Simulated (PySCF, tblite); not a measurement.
# C₅H₉BO₃: infrared bands, NMR shifts and electronic excitations in gas and solvents, part 2 of 2

tblite 0.8.0 and PySCF 2.14.0. Atoms count from 0. The steps go on from the part before.

## 6. Excited states and response: CAM-B3LYP/def2-SVPD

What the job is given:

```
{"job": {"kind": "uv", "xc": "CAM-B3LYP", "basis": "def2-SVPD", "ip": true, "dynamic": false}, "charge": 0, "multiplicity": 1}
C      2.054101    -0.296790    -1.251250
C      1.288739    -0.035547     0.012905
O      1.646643    -0.434821     1.094520
C      0.024983     0.827437    -0.097435
C     -1.031011     0.431712     0.921457
C     -1.708744    -0.851821     0.484749
O     -2.170377    -0.766919    -0.850391
B     -1.563574     0.058752    -1.735344
O     -0.484515     0.830465    -1.413559
H      2.979258    -0.835561    -1.013948
H      2.277134     0.650946    -1.765074
H      1.441419    -0.883365    -1.952257
H      0.374760     1.855537     0.114444
H     -0.546924     0.297700     1.898873
H     -1.774158     1.240260     1.008909
H     -1.011602    -1.703934     0.569343
H     -2.575882    -1.077237     1.123804
H     -1.984462     0.115433    -2.862698
```

Method: TDDFT CAM-B3LYP/def2-SVPD, vertical, gas phase, core orbitals frozen in the response.

What it wrote:

```text
coarse grid: 15360 points
cycle   1  E = -445.7208787269  dE =  1.622e+00  |g| = 1.101e+00  |ddm| = 7.320e+00
cycle   2  E = -445.4343998655  dE =  2.865e-01  |g| = 1.703e+00  |ddm| = 4.497e+00
cycle   3  E = -445.9557236870  dE = -5.213e-01  |g| = 1.765e-01  |ddm| = 2.908e+00
cycle   4  E = -445.9604650662  dE = -4.741e-03  |g| = 8.981e-02  |ddm| = 3.296e-01
cycle   5  E = -445.9619039052  dE = -1.439e-03  |g| = 1.394e-02  |ddm| = 1.356e-01
cycle   6  E = -445.9619475446  dE = -4.364e-05  |g| = 4.617e-03  |ddm| = 3.188e-02
cycle   7  E = -445.9619528488  dE = -5.304e-06  |g| = 1.131e-03  |ddm| = 1.198e-02
final grid: 149224 points
cycle   8  E = -446.0622548261  dE = -4.715e-05  |g| = 4.026e-03  |ddm| = 1.111e-01
cycle   9  E = -446.0622533183  dE =  1.508e-06  |g| = 5.167e-03  |ddm| = 1.606e-02
cycle  10  E = -446.0622585593  dE = -5.241e-06  |g| = 8.546e-04  |ddm| = 7.471e-03
cycle  11  E = -446.0622586931  dE = -1.338e-07  |g| = 2.327e-04  |ddm| = 1.507e-03
cycle  12  E = -446.0622587047  dE = -1.166e-08  |g| = 5.904e-05  |ddm| = 5.864e-04
cycle  13  E = -446.0622587054  dE = -6.894e-10  |g| = 1.808e-05  |ddm| = 1.149e-04
converged SCF energy = -446.0622587054

Static polarisability (au): isotropic 77.728, principal 67.411 81.353 84.419

Singlet excitations
state   eV       nm        f      main configurations
  1   4.3879    282.6   0.00004   H->L 0.89
  2   7.0806    175.1   0.01718   H->L+1 0.71
  3   7.3546    168.6   0.00829   H-1->L 0.77
  4   7.5957    163.2   0.01663   H-2->L 0.66, H-4->L 0.14
  5   7.7187    160.6   0.02636   H->L+2 0.57, H->L+3 0.17
  6   8.0734    153.6   0.00226   H-4->L 0.40, H-1->L+2 0.10, H-2->L 0.09
  7   8.0950    153.2   0.00730   H-1->L+2 0.24, H-1->L+1 0.15, H-2->L+2 0.15
  8   8.1978    151.2   0.02136   H->L+3 0.27, H-1->L+1 0.18, H->L+2 0.10
  9   8.2434    150.4   0.00018   H->L+4 0.41, H->L+3 0.31, H->L+8 0.10
 10   8.3818    147.9   0.01581   H->L+5 0.18, H-2->L+1 0.16, H-2->L+2 0.12

Triplet excitations (Tamm-Dancoff, eV): 3.8392 5.9755 6.9168 7.1764
Vertical ionisation energy (delta-SCF) = 9.7893 eV
```

Run time: 5.1 min. Hardware: 1 thread of Arm Neoverse N1, shared host; peak memory 1.3 GiB.

The orbitals next to the gap, with their largest atomic shares:

```
orbital      eV                       atoms
 HOMO−3  -11.03  O8 20 %, B7 19 %, H17 19 %
 HOMO−2  -10.46   O6 37 %, O8 16 %, C5 13 %
 HOMO−1  -10.26   O6 33 %, O8 18 %, C5 13 %
   HOMO   -8.99   O2 51 %, C1 12 %, C3 11 %
   LUMO    0.19    C1 34 %, O2 29 %, C3 8 %
 LUMO+1    0.91    B7 34 %, C0 10 %, C1 8 %
 LUMO+2    1.36   B7 23 %, O6 18 %, O8 15 %
```

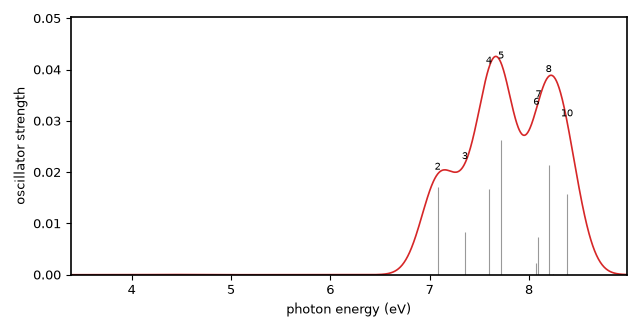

Absorption spectrum from the 10 singlet states computed; above the last one it falls off for lack of states. Lines are broadened to a width of 0.40 eV (Gaussian).

Further results of this job:

```
           property  computed
  dipole moment (D)      0.89
polarisability (Å³)     11.52
 HOMO–LUMO gap (eV)      9.18
      −ε(HOMO) (eV)      8.99
```

## 7. NMR shieldings: PBE/pcSseg-1

Settings changed since step 6:

```diff
@@ -1,2 +1,2 @@
-{"job": {"kind": "uv", "xc": "CAM-B3LYP", "basis": "def2-SVPD", "ip": true, "dynamic": false}, "charge": 0, "multiplicity": 1}
+{"job": {"kind": "nmr", "xc": "PBE", "basis": "pcSseg-1", "pop": false}, "charge": 0, "multiplicity": 1}
 C      2.054101    -0.296790    -1.251250
```

Level: GIAO PBE/pcSseg-1 NMR shielding, non-relativistic, gas phase.

What it wrote:

```text
coarse grid: 15360 points
cycle   1  E = -445.6041333209  dE =  1.220e+00  |g| = 1.189e+00  |ddm| = 3.804e+00
cycle   2  E = -444.4440385387  dE =  1.160e+00  |g| = 2.657e+00  |ddm| = 4.133e+00
cycle   3  E = -445.8086160174  dE = -1.365e+00  |g| = 5.254e-01  |ddm| = 3.557e+00
cycle   4  E = -445.8629819037  dE = -5.437e-02  |g| = 1.748e-01  |ddm| = 5.498e-01
cycle   5  E = -445.8674629997  dE = -4.481e-03  |g| = 7.094e-02  |ddm| = 1.592e-01
cycle   6  E = -445.8684157321  dE = -9.527e-04  |g| = 1.821e-02  |ddm| = 6.417e-02
cycle   7  E = -445.8684842198  dE = -6.849e-05  |g| = 5.040e-03  |ddm| = 1.721e-02
cycle   8  E = -445.8684884587  dE = -4.239e-06  |g| = 2.277e-03  |ddm| = 5.004e-03
final grid: 149224 points
cycle   9  E = -445.9813811978  dE =  1.987e-05  |g| = 2.700e-02  |ddm| = 3.927e-02
cycle  10  E = -445.9806648562  dE =  7.163e-04  |g| = 6.700e-02  |ddm| = 6.577e-02
cycle  11  E = -445.9814981877  dE = -8.333e-04  |g| = 1.073e-02  |ddm| = 5.461e-02
cycle  12  E = -445.9815202476  dE = -2.206e-05  |g| = 1.202e-03  |ddm| = 8.573e-03
cycle  13  E = -445.9815205175  dE = -2.699e-07  |g| = 4.020e-04  |ddm| = 1.218e-03
cycle  14  E = -445.9815205500  dE = -3.244e-08  |g| = 1.386e-04  |ddm| = 4.366e-04
cycle  15  E = -445.9815205533  dE = -3.287e-09  |g| = 4.916e-05  |ddm| = 1.246e-04
cycle  16  E = -445.9815205537  dE = -4.252e-10  |g| = 1.174e-05  |ddm| = 3.886e-05
converged SCF energy = -445.9815205537

GIAO shielding tensors (ppm)
atom      isotropic    diamagn.    paramagn.     s11        s22        s33       span
  0 C      150.620     252.038    -101.418    128.373    143.171    180.316     51.943
  1 C      -34.424     251.948    -286.371   -108.463    -78.600     83.791    192.254
  2 O     -325.133     402.758    -727.892   -916.686   -390.604    331.890   1248.576
  3 C       98.804     252.640    -153.836     83.176     98.497    114.740     31.564
  4 C      150.081     253.045    -102.964    140.866    153.189    156.187     15.321
  5 C      117.557     247.966    -130.408     96.370    100.970    155.333     58.963
  6 O      180.816     393.398    -212.581     45.371    164.196    332.882    287.511
  7 B       73.438     199.845    -126.407     55.295     71.839     93.181     37.887
  8 O      176.858     396.780    -219.922     42.038    166.271    322.266    280.229
  9 H       29.334      28.359       0.975     26.225     27.617     34.161      7.936
 10 H       28.561      28.879      -0.319     25.055     28.375     32.252      7.197
 11 H       28.439      30.348      -1.909     24.246     29.990     31.081      6.835
 12 H       26.967      31.754      -4.787     23.543     27.044     30.312      6.769
 13 H       28.566      32.245      -3.679     24.177     27.246     34.276     10.099
 14 H       29.506      31.098      -1.592     25.684     27.736     35.097      9.414
 15 H       27.396      31.640      -4.244     24.003     26.583     31.603      7.600
 16 H       27.343      28.385      -1.042     22.719     26.835     32.475      9.757
 17 H       26.943      29.180      -2.237     23.824     26.248     30.756      6.932
```

It took 79 s on 1 thread of Arm Neoverse N1, shared host; peak memory 0.81 GiB.

This run: δ C1 214.5, C3 81.2, C5 62.5, C4 30.0, H17 4.25, H12 4.23 ppm.

## 8. Nuclear shieldings: PBE0/pcSseg-1 in chloroform

Settings changed since step 7:

```diff
@@ -1,2 +1,2 @@
-{"job": {"kind": "nmr", "xc": "PBE", "basis": "pcSseg-1", "pop": false}, "charge": 0, "multiplicity": 1}
+{"job": {"kind": "nmr", "xc": "PBE0", "basis": "pcSseg-1", "solvent": "chloroform", "pop": true}, "charge": 0, "multiplicity": 1}
 C      2.054101    -0.296790    -1.251250
```

With the program's defaults for keys left out, this is: GIAO PBE0/pcSseg-1 NMR shielding, non-relativistic, IEF-PCM chloroform.

What it wrote:

```text
coarse grid: 15360 points
cycle   1  E = -445.7308534601  dE =  1.426e+00  |g| = 1.040e+00  |ddm| = 3.729e+00
cycle   2  E = -445.3402240729  dE =  3.906e-01  |g| = 1.792e+00  |ddm| = 2.198e+00
cycle   3  E = -445.9186800790  dE = -5.785e-01  |g| = 2.286e-01  |ddm| = 1.638e+00
cycle   4  E = -445.9279695642  dE = -9.289e-03  |g| = 8.570e-02  |ddm| = 2.127e-01
cycle   5  E = -445.9291574510  dE = -1.188e-03  |g| = 1.974e-02  |ddm| = 6.684e-02
cycle   6  E = -445.9292351570  dE = -7.771e-05  |g| = 5.204e-03  |ddm| = 1.691e-02
cycle   7  E = -445.9292404711  dE = -5.314e-06  |g| = 1.081e-03  |ddm| = 4.166e-03
final grid: 149224 points
cycle   8  E = -446.0129998718  dE = -2.698e-05  |g| = 1.538e-02  |ddm| = 2.735e-02
cycle   9  E = -446.0129180029  dE =  8.187e-05  |g| = 2.628e-02  |ddm| = 2.769e-02
cycle  10  E = -446.0130429478  dE = -1.249e-04  |g| = 2.812e-03  |ddm| = 1.883e-02
cycle  11  E = -446.0130443995  dE = -1.452e-06  |g| = 3.348e-04  |ddm| = 1.983e-03
cycle  12  E = -446.0130444166  dE = -1.704e-08  |g| = 1.532e-04  |ddm| = 3.589e-04
cycle  13  E = -446.0130444212  dE = -4.642e-09  |g| = 2.548e-05  |ddm| = 1.254e-04
cycle  14  E = -446.0130444213  dE = -1.304e-10  |g| = 9.555e-06  |ddm| = 2.688e-05
converged SCF energy = -446.0130444213

GIAO shielding tensors (ppm)
atom      isotropic    diamagn.    paramagn.     s11        s22        s33       span
  0 C      154.846     251.598     -96.752    131.145    148.068    185.323     54.178
  1 C      -35.594     251.865    -287.459   -112.342    -86.632     92.194    204.536
  2 O     -300.035     403.616    -703.651   -867.537   -378.961    346.394   1213.931
  3 C      105.654     251.708    -146.055     90.766    105.049    121.146     30.380
  4 C      156.388     252.634     -96.246    147.394    160.257    161.514     14.119
  5 C      124.241     247.586    -123.345    103.475    107.631    161.617     58.142
  6 O      199.570     394.091    -194.521     65.792    188.329    344.590    278.798
  7 B       77.169     198.379    -121.211     59.912     75.041     96.552     36.640
  8 O      195.716     397.424    -201.708     61.910    189.096    336.141    274.231
  9 H       29.229      28.097       1.132     25.707     27.461     34.518      8.811
 10 H       28.523      28.469       0.054     24.761     28.242     32.566      7.806
 11 H       28.494      29.833      -1.339     24.270     29.866     31.346      7.076
 12 H       27.010      31.365      -4.355     23.379     26.878     30.772      7.393
 13 H       28.741      32.079      -3.337     24.088     27.207     34.929     10.842
 14 H       29.370      30.952      -1.582     25.376     27.336     35.398     10.022
 15 H       27.542      31.255      -3.714     23.981     26.669     31.974      7.993
 16 H       27.384      28.410      -1.026     22.575     26.655     32.922     10.347
 17 H       27.131      29.178      -2.047     23.864     26.326     31.202      7.338
```

It took 64 s on 1 thread of Arm Neoverse N1, shared host; peak memory 1.1 GiB.

In short: δ C1 220.8, C3 79.5, C5 60.9, C0 30.3, H12 4.24, H17 4.12 ppm.

## 9. Excited states and response: CAM-B3LYP/def2-SVPD in chloroform

Settings changed since step 8:

```diff
@@ -1,2 +1,2 @@
-{"job": {"kind": "nmr", "xc": "PBE0", "basis": "pcSseg-1", "solvent": "chloroform", "pop": true}, "charge": 0, "multiplicity": 1}
+{"job": {"kind": "uv", "xc": "CAM-B3LYP", "basis": "def2-SVPD", "solvent": "chloroform", "nstates": 6, "ntriplets": 0}, "charge": 0, "multiplicity": 1}
 C      2.054101    -0.296790    -1.251250
```

With the program's defaults for keys left out, this is: TDDFT CAM-B3LYP/def2-SVPD, vertical, IEF-PCM chloroform (non-equilibrium linear response), core orbitals frozen in the response.

What it wrote:

```text
coarse grid: 15360 points
cycle   1  E = -445.7391842000  dE =  1.604e+00  |g| = 1.084e+00  |ddm| = 7.324e+00
cycle   2  E = -445.5011321650  dE =  2.381e-01  |g| = 1.613e+00  |ddm| = 4.248e+00
cycle   3  E = -445.9657830382  dE = -4.647e-01  |g| = 1.469e-01  |ddm| = 2.680e+00
cycle   4  E = -445.9689281572  dE = -3.145e-03  |g| = 8.137e-02  |ddm| = 2.804e-01
cycle   5  E = -445.9701055879  dE = -1.177e-03  |g| = 1.263e-02  |ddm| = 1.193e-01
cycle   6  E = -445.9701408862  dE = -3.530e-05  |g| = 4.163e-03  |ddm| = 2.814e-02
cycle   7  E = -445.9701452151  dE = -4.329e-06  |g| = 9.761e-04  |ddm| = 1.063e-02
final grid: 149224 points
cycle   8  E = -446.0704109909  dE = -4.747e-05  |g| = 3.855e-03  |ddm| = 1.112e-01
cycle   9  E = -446.0704101481  dE =  8.428e-07  |g| = 4.682e-03  |ddm| = 1.558e-02
cycle  10  E = -446.0704144875  dE = -4.339e-06  |g| = 7.797e-04  |ddm| = 6.913e-03
cycle  11  E = -446.0704145966  dE = -1.092e-07  |g| = 2.332e-04  |ddm| = 1.377e-03
cycle  12  E = -446.0704146086  dE = -1.194e-08  |g| = 4.010e-05  |ddm| = 5.763e-04
cycle  13  E = -446.0704146089  dE = -3.588e-10  |g| = 1.730e-05  |ddm| = 9.857e-05
converged SCF energy = -446.0704146089

Static polarisability (au): isotropic 94.498, principal 83.008 96.133 104.354

Singlet excitations
state   eV       nm        f      main configurations
  1   4.4680    277.5   0.00006   H->L 0.90
  2   7.1851    172.6   0.03069   H->L+1 0.60, H->L+3 0.14, H->L+2 0.10
  3   7.3348    169.0   0.01127   H-1->L 0.71, H-2->L 0.11
  4   7.6222    162.7   0.01785   H-2->L 0.64, H-4->L 0.18
  5   7.7815    159.3   0.04163   H->L+2 0.53, H->L+3 0.20, H-1->L+2 0.11
  6   8.0113    154.8   0.00373   H-4->L 0.55, H-2->L 0.13, H-1->L 0.09
```

It took 2.2 min on 1 thread of Arm Neoverse N1, shared host; peak memory 1.4 GiB.

In short: HOMO -8.95 eV, LUMO 0.31 eV; lowest singlet 4.47 eV.

## 10. Run by run: NMR shifts

Shifts (ppm) of some atoms, chosen among heavy atoms and hydrogens apart, with basis size and wall time:

```
                        run     C1    C3   H12   H14     O2     O8     O6  functions  time
              PBE0/pcSseg-1  216.1  78.2  4.02  1.69  667.1  138.9  136.1        198  61 s
               PBE/pcSseg-1  214.5  81.2  4.23  1.69  659.8  157.8  153.8        198  79 s
PBE0/pcSseg-1 in chloroform  220.8  79.5  4.24  1.88  641.0  145.3  141.4        198  64 s
```

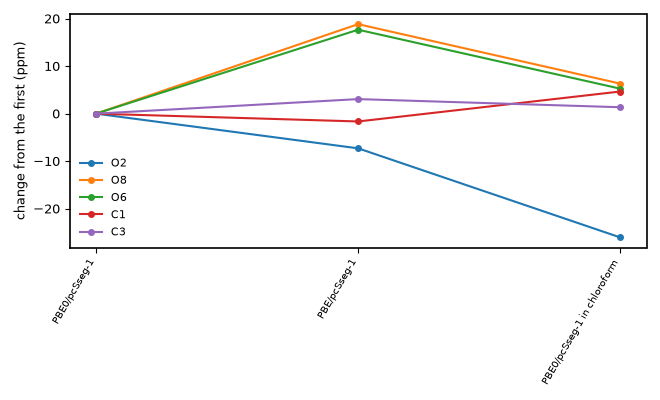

How five of the tabulated atoms move from run to run.

## 11. Side by side: electronic excitations

Excitations and ground-state properties, with basis size and wall time:

```
                              run  lowest singlet (eV)  brightest (eV)      f  gap (eV)  α (Å³)  μ (D)  functions     time
              CAM-B3LYP/def2-SVPD                 4.39            7.72  0.026      9.18   11.52   0.89        261  5.1 min
CAM-B3LYP/def2-SVPD in chloroform                 4.47            7.78  0.042      9.26   14.00   1.12        261  2.2 min
```

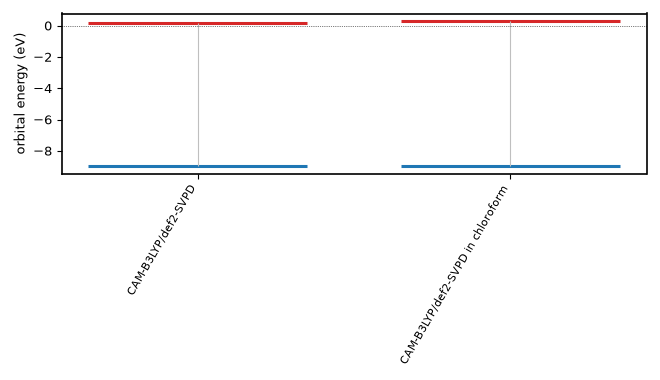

HOMO (blue) and LUMO (red) run by run.

## 12. Outcome

What follows sums up all 2 parts.

| quantity | value |
| --- | --- |
| strongest single infrared mode (GFN2-xTB) | 1775 cm⁻¹, 293 km/mol |
| zero-point energy (GFN2-xTB) | 88.0 kcal/mol |
| point group | C1 |
| rotational constants (main isotopes) | 2.70, 1.44, 1.16 GHz |
| 13C shifts against TMS (PBE0/pcSseg-1) | 216.1, 78.2, 59.8, 29.2, 28.2 ppm |
| 1H shifts against TMS (PBE0/pcSseg-1, means over atoms taken as alike) | 4.20, 4.02, 3.75, 3.64, 2.52, 2.40, 1.69 ppm |
| 17O shifts against H2O (PBE0/pcSseg-1) | 667.1, 138.9, 136.1 ppm |
| 11B shifts against BF3·OEt2 (PBE0/pcSseg-1) | 23.7 ppm |
| lowest singlet (CAM-B3LYP/def2-SVPD) | 4.39 eV (283 nm), f = 0.000 |
| brightest single state of those computed | state 5, 7.72 eV, f = 0.026 |
| lowest triplet | 3.84 eV |
| vertical ionisation energy (ΔSCF) | 9.79 eV |
| range of the shift of O2 | 641.0 to 667.1 ppm |
| range of the lowest singlet | 4.39 to 4.47 eV |

Over 128 steps the energy fell by 1.653 eV; of the close pairs, O6–B7 changed most, 1.476 to 1.346 Å (GFN2-xTB). All 48 modes are real, so the xTB geometry is a minimum. The strongest single mode, at 1775 cm⁻¹, moves mainly C1 and O2. Unscaled tight-binding wavenumbers are off by several per cent, some by more. Its intensities can rank the bands wrongly. Relaxing lowered the energy by 0.159 eV in 5 steps; the close pair that moved most is C0–H9, from 1.056 to 1.097 Å (PBE0/def2-SVP). The most deshielded carbon is C1 (ketone carbonyl carbon), at 216.1 ppm: low-lying n→π* states of the double bond to the heteroatom give a large paramagnetic term (-283 ppm). At PBE0/pcSseg-1: The widest tensor belongs to O2: span 1279 ppm, with a paramagnetic part of -735 ppm. The first singlet state (HOMO→LUMO 0.89) lies at 4.39 eV and is dark; of the 10 states computed, the strongest absorption comes from state 5 at 7.72 eV. The lowest triplet lies 0.55 eV below the lowest singlet (triplets in Tamm-Dancoff, singlets in full TDDFT). ΔSCF puts the ionisation energy at 9.79 eV, 0.80 eV above −ε(HOMO). In ppm, O2 moves most: its shift spreads over 26.1 ppm, from 641.0 (PBE0/pcSseg-1 in chloroform) to 667.1 (PBE0/pcSseg-1). The lowest singlet runs from 4.39 eV (CAM-B3LYP/def2-SVPD) to 4.47 eV (CAM-B3LYP/def2-SVPD in chloroform), while the orbital gap spans 9.18 to 9.26 eV. The lowest state need not be the same one in every run. The runs solved for a few states only, so the brightest column depends on that window.
